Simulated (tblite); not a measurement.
## Run report: C₆H₁₇GeN, geometry relaxation (part 1 of 4)

C₆H₁₇GeN, computed with GFN2-xTB geometry optimisation, gas phase (tblite 0.8.0).

It belongs to a series of runs on one base structure; here: H on C replaced by CH3.

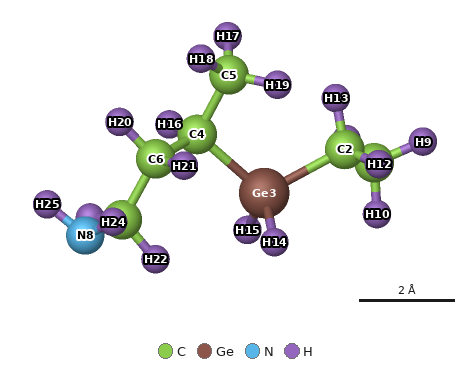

Figure 1. The structure as given in the input (ball-and-stick view, seen at a tilt; atoms are numbered from 1 in the order of the input). Sticks mark near contacts. Bond lengths as drawn: C–C 1.49 to 1.52 Å, C–Ge 1.94 to 1.95 Å, C–H 1.09 to 1.12 Å, C–N 1.46 Å, Ge–H 1.54 Å and H–N 1.04 to 1.05 Å.

## Summary

```csv
quantity,value
outcome,converged
total energy,−716.5791 eV
hardware,"1 CPU thread, shared host"
wall time,2.1 s
peak memory,0.18 GiB
```

## Input
```
{"job": {"kind": "relax", "xc": "GFN2-xTB", "basis": "xTB"}, "charge": 0, "multiplicity": 1}
C      3.741600     0.035600     0.255000
C      2.490500     0.597900    -0.408100
Ge     0.888000     0.316900     0.661900
C     -0.502300    -0.577700    -0.355900
C     -0.158400    -0.413100    -1.820800
C     -1.863100     0.011000    -0.151400
C     -2.367400     0.012500     1.251400
N     -3.689100     0.635000     1.237600
H      4.623000     0.359800    -0.352500
H      3.830300     0.412500     1.281000
H      3.720000    -1.073100     0.242500
H      2.656300     1.661900    -0.575800
H      2.382200     0.033400    -1.344700
H      0.401300     1.704100     1.108300
H      1.258100    -0.466000     1.936200
H     -0.466500    -1.659000    -0.059100
H      0.273000    -1.342200    -2.245700
H     -1.118400    -0.216800    -2.351900
H      0.492300     0.458500    -1.976100
H     -2.577900    -0.564200    -0.777700
H     -1.885000     1.062900    -0.509100
H     -1.729300     0.607400     1.922800
H     -2.448400    -1.006900     1.693000
H     -3.633900     1.413000     0.537400
H     -4.327900    -0.060300     0.810600
```

The first line tells a small driver script what to run in tblite; the rest is the geometry in Å.

Launch command:
```bash
OMP_NUM_THREADS=1 python <driver script> task.json out
```

## The program's output
```
step      E/eV     max force
  0    -715.85474    1.642
  1    -716.01907    0.879
  2    -716.08375    0.467
  3    -716.12076    0.428
  4    -716.15935    0.511
  5    -716.18888    0.453
  6    -716.21352    0.352
  7    -716.23630    0.345
  8    -716.25753    0.291
  9    -716.27454    0.276
 10    -716.28953    0.229
 11    -716.30451    0.296
 12    -716.31952    0.325
 13    -716.33260    0.267
 14    -716.34231    0.209
 15    -716.35039    0.182
 16    -716.36053    0.274
 17    -716.37344    0.337
 18    -716.38709    0.268
 19    -716.40000    0.229
 20    -716.41166    0.256
 21    -716.42158    0.260
 22    -716.42905    0.234
 23    -716.43408    0.129
 24    -716.43818    0.149
 25    -716.44265    0.156
 26    -716.44735    0.180
 27    -716.45138    0.133
 28    -716.45457    0.120
 29    -716.45744    0.157
 30    -716.46083    0.189
 31    -716.46504    0.150
 32    -716.47197    0.151
 33    -716.47455    0.142
 34    -716.48056    0.143
 35    -716.48447    0.128
 36    -716.48812    0.118
 37    -716.49029    0.114
 38    -716.49210    0.094
 39    -716.49362    0.096
 40    -716.49537    0.114
 41    -716.49709    0.107
 42    -716.49860    0.066
 43    -716.49926    0.062
 44    -716.50022    0.057
 45    -716.50084    0.072
 46    -716.50135    0.051
 47    -716.50169    0.046
 48    -716.50202    0.054
 49    -716.50236    0.047
 50    -716.50270    0.042
 51    -716.50301    0.034
 52    -716.50333    0.040
 53    -716.50368    0.062
 54    -716.50407    0.073
 55    -716.50447    0.056
 56    -716.50485    0.046
 57    -716.50522    0.046
 58    -716.50561    0.055
 59    -716.50607    0.062
 60    -716.50657    0.049
 61    -716.50705    0.051
 62    -716.50746    0.053
 63    -716.50784    0.049
 64    -716.50827    0.051
 65    -716.50881    0.060
 66    -716.50945    0.065
 67    -716.51004    0.062
 68    -716.51048    0.039
 69    -716.51079    0.038
 70    -716.51104    0.037
 71    -716.51128    0.045
 72    -716.51150    0.033
 73    -716.51173    0.036
 74    -716.51196    0.029
 75    -716.51218    0.046
 76    -716.51241    0.045
 77    -716.51267    0.037
 78    -716.51303    0.049
 79    -716.51350    0.043
 80    -716.51399    0.049
 81    -716.51444    0.039
 82    -716.51484    0.039
 83    -716.51523    0.037
 84    -716.51565    0.042
 85    -716.51601    0.044
 86    -716.51635    0.044
 87    -716.51664    0.034
 88    -716.51691    0.035
 89    -716.51711    0.027
 90    -716.51725    0.023
 91    -716.51736    0.024
 92    -716.51748    0.023
 93    -716.51761    0.024
 94    -716.51777    0.026
 95    -716.51795    0.028
 96    -716.51813    0.030
 97    -716.51828    0.024
 98    -716.51838    0.017
 99    -716.51847    0.020
100    -716.51859    0.022
101    -716.51875    0.027
102    -716.51894    0.029
103    -716.51915    0.026
104    -716.51936    0.023
105    -716.51954    0.024
106    -716.51967    0.025
107    -716.51978    0.026
108    -716.51991    0.026
109    -716.52009    0.029
110    -716.52034    0.034
111    -716.52056    0.029
112    -716.52073    0.028
113    -716.52087    0.029
114    -716.52105    0.028
115    -716.52125    0.031
116    -716.52147    0.027
117    -716.52167    0.031
118    -716.52189    0.034
119    -716.52222    0.037
120    -716.52269    0.047
121    -716.52315    0.050
122    -716.52368    0.045
123    -716.52421    0.046
124    -716.52483    0.049
125    -716.52555    0.044
126    -716.52625    0.050
127    -716.52677    0.072
128    -716.52747    0.076
129    -716.52819    0.054
130    -716.52921    0.059
131    -716.52983    0.094
132    -716.53066    0.058
133    -716.53158    0.081
134    -716.53207    0.094
135    -716.53298    0.051
136    -716.53386    0.052
137    -716.53515    0.058
138    -716.53616    0.072
139    -716.53720    0.077
140    -716.53838    0.071
141    -716.53929    0.078
142    -716.54042    0.081
143    -716.54156    0.102
144    -716.54295    0.077
145    -716.54405    0.079
146    -716.54565    0.078
147    -716.54684    0.069
148    -716.54755    0.152
149    -716.54882    0.099
150    -716.54972    0.072
151    -716.55069    0.045
152    -716.55149    0.048
153    -716.55202    0.050
154    -716.55290    0.048
155    -716.55348    0.049
156    -716.55389    0.047
157    -716.55424    0.046
158    -716.55469    0.038
159    -716.55523    0.049
160    -716.55585    0.052
161    -716.55653    0.068
162    -716.55736    0.062
163    -716.55842    0.069
164    -716.55963    0.071
165    -716.56081    0.075
166    -716.56184    0.082
167    -716.56269    0.055
168    -716.56336    0.052
169    -716.56391    0.047
170    -716.56444    0.069
171    -716.56505    0.064
172    -716.56574    0.064
173    -716.56652    0.050
174    -716.56713    0.045
175    -716.56754    0.048
176    -716.56788    0.035
177    -716.56821    0.032
178    -716.56851    0.039
179    -716.56879    0.032
180    -716.56904    0.034
181    -716.56930    0.033
182    -716.56959    0.037
183    -716.56998    0.033
184    -716.57041    0.048
185    -716.57087    0.046
186    -716.57131    0.053
187    -716.57184    0.051
188    -716.57244    0.052
189    -716.57313    0.068
190    -716.57370    0.080
191    -716.57428    0.073
192    -716.57472    0.047
193    -716.57530    0.050
194    -716.57571    0.054
195    -716.57619    0.059
196    -716.57650    0.042
197    -716.57676    0.040
198    -716.57695    0.032
199    -716.57709    0.036
200    -716.57723    0.024
201    -716.57735    0.029
202    -716.57750    0.031
203    -716.57761    0.023
204    -716.57773    0.019
205    -716.57782    0.016
206    -716.57790    0.018
207    -716.57798    0.023
208    -716.57809    0.023
209    -716.57822    0.025
210    -716.57836    0.021
211    -716.57849    0.021
212    -716.57863    0.022
213    -716.57874    0.019
214    -716.57884    0.017
215    -716.57891    0.013
216    -716.57895    0.011
217    -716.57898    0.013
218    -716.57900    0.012
219    -716.57902    0.011
220    -716.57905    0.011
221    -716.57908    0.010
```

## Trajectory as extended XYZ (Å, eV, eV/Å), 33 of the 222 frames kept, from step=0 to step=221
```
25
Properties=species:S:1:pos:R:3:forces:R:3 step=0 energy=-715.85474
C     3.7416    0.0356    0.2550    0.7270  -0.1080  -0.3970
C     2.4905    0.5979   -0.4081    0.6410  -0.5500  -0.2010
Ge    0.8880    0.3169    0.6619    0.1560   0.6180   1.5130
C    -0.5023   -0.5777   -0.3559    0.4680  -0.9760   0.0470
C    -0.1584   -0.4131   -1.8208   -0.6600  -0.3640  -1.1170
C    -1.8631    0.0110   -0.1514   -0.2850  -0.2030  -0.6630
C    -2.3674    0.0125    1.2514   -0.5240  -0.1070   1.0270
N    -3.6891    0.6350    1.2376   -0.6130   0.0140  -0.7660
H     4.6230    0.3598   -0.3525   -0.4750  -0.3040   0.6680
H     3.8303    0.4125    1.2810    0.1550  -0.2450  -0.3140
H     3.7200   -1.0731    0.2425    0.0140   0.6870   0.2410
H     2.6563    1.6619   -0.5758   -0.1480  -0.1020  -0.3180
H     2.3822    0.0334   -1.3447    0.0990   0.6030   0.0050
H     0.4013    1.7041    1.1083    0.0880  -0.2980   0.0110
H     1.2581   -0.4660    1.9362   -0.1330   0.2680  -0.2500
H    -0.4665   -1.6590   -0.0591   -0.3940   0.7020  -0.3190
H     0.2730   -1.3422   -2.2457   -0.0110   0.7490   0.1350
H    -1.1184   -0.2168   -2.3519    0.7960  -0.2020  -0.0730
H     0.4923    0.4585   -1.9761   -0.2780  -0.4310  -0.2510
H    -2.5779   -0.5642   -0.7777    0.1150   0.2400   0.1760
H    -1.8850    1.0629   -0.5091    0.2270  -0.4480   0.0600
H    -1.7293    0.6074    1.9228    0.0270  -0.0660  -0.1650
H    -2.4484   -1.0069    1.6930    0.0520   0.5440  -0.3360
H    -3.6339    1.4130    0.5374   -0.2430  -0.6220   0.9380
H    -4.3279   -0.0603    0.8106    0.1980   0.6000   0.3510
25
Properties=species:S:1:pos:R:3:forces:R:3 step=7 energy=-716.23630
C     3.7914    0.0347    0.2497    0.1060  -0.0290   0.0510
C     2.5291    0.5837   -0.4028    0.2650   0.0330  -0.0660
Ge    0.9133    0.3435    0.7186   -0.1190  -0.0510   0.0460
C    -0.4848   -0.5879   -0.3694   -0.0870  -0.1610  -0.2930
C    -0.1812   -0.4405   -1.8703    0.0710   0.0040  -0.2080
C    -1.8678   -0.0103   -0.1516   -0.0650   0.0950  -0.1370
C    -2.4078    0.0233    1.2672   -0.0980  -0.0330   0.0540
N    -3.7423    0.6164    1.2775    0.0310  -0.0210  -0.0880
H     4.6867    0.3314   -0.3037   -0.1330  -0.1030   0.0500
H     3.8881    0.3926    1.2747    0.0130   0.0660  -0.0580
H     3.7419   -1.0546    0.2915    0.0560   0.0990  -0.0370
H     2.6425    1.6415   -0.6295    0.1090   0.1950   0.1530
H     2.3949    0.1125   -1.3749    0.0340  -0.1890   0.0460
H     0.4021    1.7083    1.1546    0.0810  -0.1470  -0.0060
H     1.2462   -0.4352    1.9787   -0.0430   0.1220  -0.0870
H    -0.5198   -1.6463   -0.1035    0.1150  -0.0510   0.0050
H     0.3241   -1.3113   -2.2876   -0.0380  -0.0050   0.1190
H    -1.0931   -0.2684   -2.4500    0.0890  -0.2200   0.1210
H     0.4569    0.4209   -2.0576   -0.0660   0.0910  -0.0160
H    -2.5856   -0.5606   -0.7718   -0.0010  -0.0230  -0.0300
H    -1.8334    1.0154   -0.5199   -0.1210   0.2290  -0.0490
H    -1.7446    0.6195    1.9066   -0.1080   0.0200  -0.0030
H    -2.4669   -0.9823    1.6856    0.0000  -0.0390   0.0440
H    -3.7056    1.4273    0.6602   -0.1360   0.0750   0.2580
H    -4.3952   -0.0308    0.8368    0.0440   0.0460   0.1290
25
Properties=species:S:1:pos:R:3:forces:R:3 step=14 energy=-716.34231
C     3.8344    0.0404    0.2675    0.0780  -0.0610   0.0610
C     2.5840    0.5975   -0.3926    0.0430  -0.0520  -0.0130
Ge    0.9230    0.3278    0.6822   -0.0840  -0.0430  -0.1110
C    -0.4977   -0.5882   -0.4249   -0.1440   0.0090   0.0400
C    -0.1729   -0.4674   -1.9231   -0.0500  -0.0070   0.0180
C    -1.8896    0.0050   -0.1898   -0.1030   0.0750   0.0250
C    -2.4360    0.0303    1.2435   -0.0060  -0.0160   0.0980
N    -3.7751    0.5933    1.3395    0.0080  -0.0390  -0.0140
H     4.7360    0.2890   -0.2900   -0.0370   0.0880  -0.0650
H     3.9397    0.4261    1.2766    0.0390   0.0360   0.0910
H     3.7755   -1.0427    0.3206   -0.0360  -0.0870   0.0860
H     2.7064    1.6647   -0.5844    0.0050  -0.0260  -0.0100
H     2.4544    0.1015   -1.3538    0.0360   0.0800  -0.0600
H     0.4298    1.6586    1.1751   -0.0620   0.1810  -0.0830
H     1.2178   -0.3805    1.9749    0.0370  -0.1880   0.0120
H    -0.5165   -1.6504   -0.1597   -0.0440   0.0810   0.0590
H     0.3937   -1.3244   -2.2847    0.0740   0.0710   0.0880
H    -1.0878   -0.4119   -2.5134    0.0060  -0.0840   0.0320
H     0.3944    0.4390   -2.1303   -0.0520   0.0080  -0.0370
H    -2.6132   -0.5451   -0.8058    0.0510   0.0180  -0.0170
H    -1.8749    1.0409   -0.5421   -0.0050   0.0400  -0.0740
H    -1.7960    0.6362    1.8921    0.1390   0.0310  -0.0640
H    -2.4765   -0.9719    1.6741    0.0490  -0.0950  -0.0830
H    -3.8125    1.4924    0.8664    0.0210  -0.0500   0.0570
H    -4.4514   -0.0173    0.8910    0.0370   0.0280  -0.0350
25
Properties=species:S:1:pos:R:3:forces:R:3 step=21 energy=-716.42158
C     3.8738    0.0275    0.3125   -0.0730   0.0360  -0.0460
C     2.6337    0.5797   -0.3722   -0.1980   0.0630  -0.0090
Ge    0.9095    0.3294    0.6426    0.0640  -0.0370  -0.2490
C    -0.5525   -0.5505   -0.4534    0.0240   0.0430   0.1710
C    -0.1964   -0.4903   -1.9408   -0.0120  -0.0290   0.0660
C    -1.9435    0.0570   -0.2328    0.0230  -0.0150  -0.0150
C    -2.4435    0.0354    1.2218    0.0680  -0.0070  -0.0820
N    -3.7901    0.5506    1.4240    0.0990  -0.0580  -0.0780
H     4.7390    0.2809   -0.2947    0.1650  -0.1180   0.0420
H     4.0095    0.4605    1.2993   -0.0410   0.0210   0.0570
H     3.8076   -1.0517    0.4158    0.0410  -0.0410   0.0120
H     2.7757    1.6507   -0.5245   -0.0750   0.0360  -0.0150
H     2.5570    0.1334   -1.3663   -0.0660  -0.0020   0.0840
H     0.4324    1.6903    1.0925    0.0320   0.0250   0.0340
H     1.1966   -0.4507    1.9033   -0.0520   0.0130   0.0170
H    -0.5808   -1.6046   -0.1523   -0.1100   0.0930   0.0020
H     0.5062   -1.2808   -2.1910    0.0530  -0.0100  -0.0430
H    -1.0890   -0.6181   -2.5521    0.0460  -0.0530  -0.0350
H     0.2616    0.4621   -2.2026   -0.1020   0.0610  -0.0170
H    -2.6503   -0.5081   -0.8536   -0.0420   0.0590   0.0300
H    -1.9445    1.0928   -0.5937    0.0340  -0.0540   0.0460
H    -1.7618    0.6371    1.8353   -0.0450  -0.0730   0.0300
H    -2.4310   -0.9947    1.5968    0.0340   0.0910  -0.0170
H    -3.8678    1.5086    1.0944    0.0870  -0.0450   0.0080
H    -4.4622   -0.0034    0.9010    0.0440   0.0010   0.0080
25
Properties=species:S:1:pos:R:3:forces:R:3 step=28 energy=-716.45457
C     3.8814    0.0276    0.3288   -0.0880   0.0180  -0.0240
C     2.6444    0.5854   -0.3688   -0.1090  -0.0080  -0.0300
Ge    0.9040    0.3321    0.6034    0.0470   0.0110   0.0230
C    -0.5768   -0.5322   -0.4636    0.0600  -0.0380   0.0280
C    -0.2052   -0.5084   -1.9436   -0.0300   0.0040  -0.0210
C    -1.9559    0.0861   -0.2511    0.0430   0.0270  -0.0230
C    -2.4238    0.0319    1.2076    0.0150  -0.0120  -0.0240
N    -3.7693    0.5221    1.4407    0.0120  -0.0380   0.0890
H     4.7732    0.2314   -0.2641   -0.0220   0.0440   0.0290
H     4.0057    0.4805    1.3102   -0.0020  -0.0060  -0.0050
H     3.8122   -1.0507    0.4578   -0.0930   0.0100   0.0170
H     2.7624    1.6619   -0.5135    0.0570  -0.0470  -0.0180
H     2.5598    0.1432   -1.3611    0.0450  -0.0160  -0.0280
H     0.4562    1.6999    1.0648   -0.0060   0.0140   0.0340
H     1.1577   -0.4626    1.8586   -0.0220   0.0030   0.0790
H    -0.6483   -1.5710   -0.1322    0.0650  -0.0810  -0.0310
H     0.5734   -1.2382   -2.1578    0.0380   0.0530   0.0020
H    -1.0659   -0.7407   -2.5661   -0.0610  -0.0940  -0.0430
H     0.1501    0.4799   -2.2318   -0.0010   0.0200  -0.0390
H    -2.6760   -0.4670   -0.8674   -0.0040   0.0370   0.0050
H    -1.9535    1.1209   -0.6026    0.0160   0.0770   0.0440
H    -1.7413    0.6217    1.8302   -0.0150  -0.0290   0.0000
H    -2.3880   -1.0051    1.5554    0.0070   0.0060   0.0090
H    -3.8435    1.4991    1.1811   -0.0040   0.0070  -0.0570
H    -4.4438   -0.0050    0.8944    0.0510   0.0400  -0.0170
25
Properties=species:S:1:pos:R:3:forces:R:3 step=35 energy=-716.48447
C     3.8377    0.0290    0.3402   -0.0190  -0.0080   0.0210
C     2.6236    0.5857   -0.3912   -0.0350  -0.0040   0.0400
Ge    0.8941    0.3324    0.6002    0.0760   0.0810   0.0630
C    -0.5757   -0.5344   -0.4744    0.0930  -0.0110  -0.0700
C    -0.2186   -0.5219   -1.9568    0.0390   0.0190  -0.0970
C    -1.9342    0.1154   -0.2461    0.0340  -0.0140  -0.0360
C    -2.3871    0.0199    1.2097   -0.0280  -0.0040   0.0410
N    -3.7308    0.5069    1.4524   -0.0710   0.0200  -0.0040
H     4.7533    0.2129   -0.2210   -0.0350  -0.0270  -0.0560
H     3.9505    0.4959    1.3159   -0.0580  -0.0060   0.0420
H     3.7269   -1.0429    0.4847    0.0460  -0.0270   0.0300
H     2.7587    1.6578   -0.5449   -0.0260  -0.0170  -0.0300
H     2.5550    0.1278   -1.3789    0.0050   0.0090   0.0350
H     0.4735    1.7085    1.0798   -0.0480  -0.0380  -0.0380
H     1.1113   -0.4487    1.8826    0.0430   0.0270  -0.0880
H    -0.6450   -1.5764   -0.1477   -0.0060  -0.0060   0.0100
H     0.6424   -1.1618   -2.1547   -0.0540   0.0370   0.0260
H    -1.0507   -0.8790   -2.5682    0.0640   0.0160   0.0690
H     0.0306    0.4908   -2.2763   -0.0620  -0.0300  -0.0420
H    -2.6774   -0.3877   -0.8748   -0.0200  -0.0280  -0.0320
H    -1.9097    1.1643   -0.5546    0.0760   0.0400   0.0160
H    -1.7096    0.5932    1.8492    0.0580   0.0110   0.0120
H    -2.3454   -1.0236    1.5294   -0.0300  -0.0640   0.0360
H    -3.7928    1.4821    1.1805   -0.0130   0.0630   0.0300
H    -4.3915   -0.0031    0.8742   -0.0290  -0.0380   0.0220
```
